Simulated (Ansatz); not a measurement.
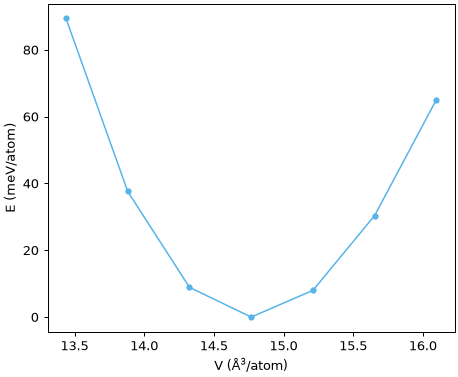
TiRh (CsCl type, Pm-3m) under volume change, DFT-r²SCAN in the program Ansatz with PAW potentials, scaled uniformly.

Q: What does a third-order Birch–Murnaghan fit give for V₀, B₀ and B′?

A: V₀ = 14.77 Å³/atom, B₀ = 203 GPa, B′ = 4.3.

The workflow started from a Materials Project entry (that database holds measured and hypothetical structures alike); the Crystallography Open Database copy checked does not list it. COD files the formula under space group No. 123. Whether it is the stable phase at ambient conditions was not checked. The r²SCAN relaxation kept the symmetry of its start. At this level the phase is mechanically unstable. No spin polarisation was allowed.

Potentials: the later of the program's two PAW sets.
